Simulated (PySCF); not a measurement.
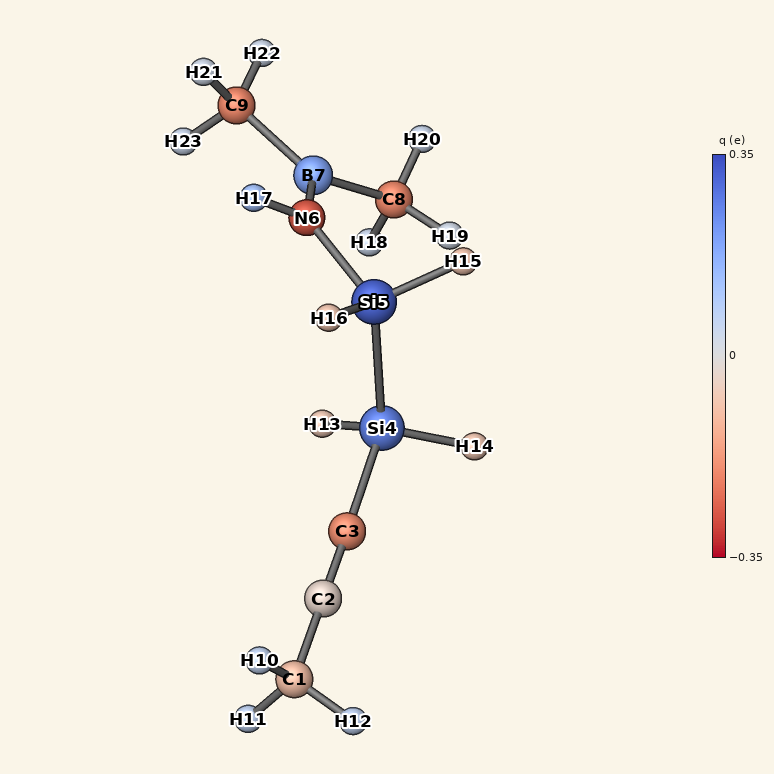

Atoms are coloured by their Hirshfeld charges. The computed structure is the end point of a GFN2-xTB optimisation. No frequency run is at hand to confirm it as a minimum. Level of theory: PBE0/pcSseg-1, gas phase (PySCF 2.14.0).

### Which atom carries the highest charge (most positive or least negative)?

Si5 (0.30 e).

### And the lowest?

N6 (−0.27 e).

List the Hirshfeld charges.

```tsv
atom	value (e)
C1	−0.09
C2	−0.03
C3	−0.19
Si4	0.25
Si5	0.30
N6	−0.27
B7	0.19
C8	−0.20
C9	−0.20
H10	0.06
H11	0.06
H12	0.06
H13	−0.07
H14	−0.07
H15	−0.08
H16	−0.08
H17	0.12
H18	0.04
H19	0.03
H20	0.04
H21	0.03
H22	0.04
H23	0.04
```

The geometry is semi-empirical. Around B, Si such bond lengths and angles can be off by a tenth of an ångström or more and by several degrees, and values that hang on the shape move with them.
